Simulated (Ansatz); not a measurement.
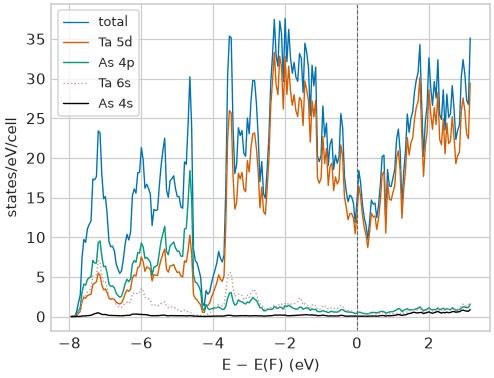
Total and projected density of states of Ta3As in space group P4_2/n (No. 86; Ta on 8g, Ta on 8g, Ta on 8g, As on 8g), plane-wave PAW r²SCAN (Ansatz code)

Q: Which orbitals carry the states next to the Fermi level?

A: Within 0.5 eV of the Fermi level: Ta 5d 87 %. Projections are on Löwdin-orthogonalised atomic valence shells; empty p or d shells of many metals are not among them.

Q: Where is the tallest occupied peak in this window, and what makes it?

A: Near -2.0 eV, about 38 states/eV per cell; the largest projected share is Ta 5d.

The workflow started from a Materials Project entry (that database holds measured and hypothetical structures alike); the Crystallography Open Database copy checked does not list it. Its standing as an ambient phase is unchecked. The cell was relaxed with r²SCAN under the symmetry of its start; its stability against distortions is not shown here. No spin polarisation was allowed. Spin–orbit coupling is left out wherever it is not named.

Potentials: the earlier of the program's two PAW sets.
